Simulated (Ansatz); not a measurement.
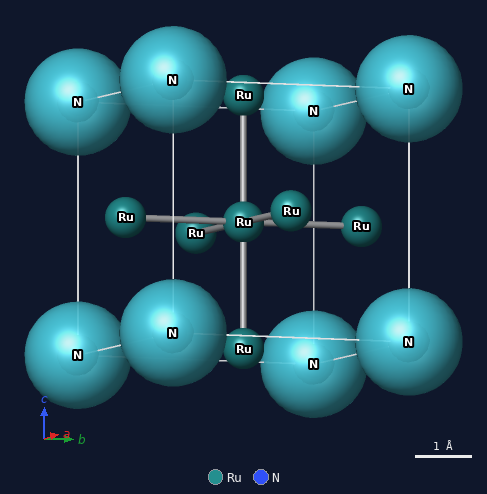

The picture shows: Ru₄N. Isosurface of the electron localisation function at 0.65 (cyan), seen at an oblique angle. Only the valence region is drawn (cores and ρ < 0.01 e/Å³ removed). Sticks mark near contacts.

Space group Pm-3m; a structure generated by program, which may or may not match a known phase; computed without spin polarisation.

All numbers below come from Ansatz 0.2.0, DFT PBE, scalar-relativistic, plane waves, PAW.

In a PAW calculation such maps are meaningful between the atoms, not at the nuclei.

**What do the ELF domains correspond to?**

The surface consists of one region wrapped around N (its valence shell), counted in one cell of 5 atoms. Regions shared between cells count once. Along the contacts the grid gives the following. Ru–Ru (2.29 Å): the ELF is about 0.25 at the midpoint (no localised pair shows between them). Ru–N (3.24 Å): the ELF is about 0.10 at the midpoint; no shared electron pair shows on this line.
